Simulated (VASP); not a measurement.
Energy against volume of SrCl2 (fluorite). Calculation: SCAN meta-GGA, VASP's PBE PAW potentials (set 64) (plane waves; VASP).

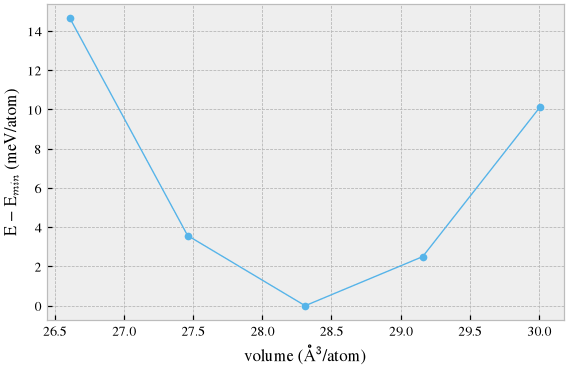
Figure: Energy against volume

### Question
Estimate the equilibrium volume and the bulk modulus.

### Answer
The minimum lies near 28.4 Å³/atom, and the curvature gives B0 of about 38 GPa.

Measured: a 6.974 Å (computed value off by +0.1 %), as given by Kanchana et al., Calculated structural, elastic and electronic properties of SrCl2 (2010). The calculation is for a static lattice, while the measured a holds thermal and zero-point effects, which are part of the difference.

The compound is SrCl2 in the fluorite structure. It was relaxed first.
